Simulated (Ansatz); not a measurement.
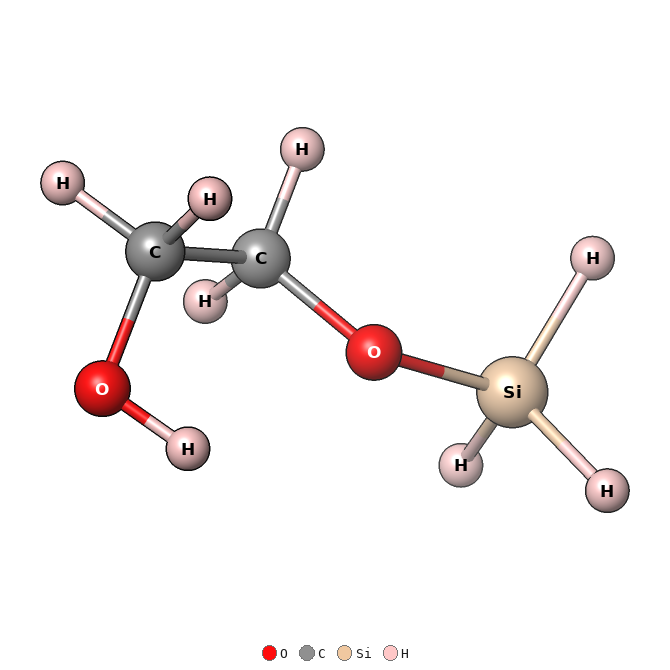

Orthographic view. Distant atoms are faded towards the background colour. The geometry was computed by an optimisation with PBE-D4/def2-SVP. No frequency run is at hand to confirm it as a minimum.

### Write the InChI string.

InChI=1S/C2H8O2Si/c3-1-2-4-5/h3H,1-2H2,5H3
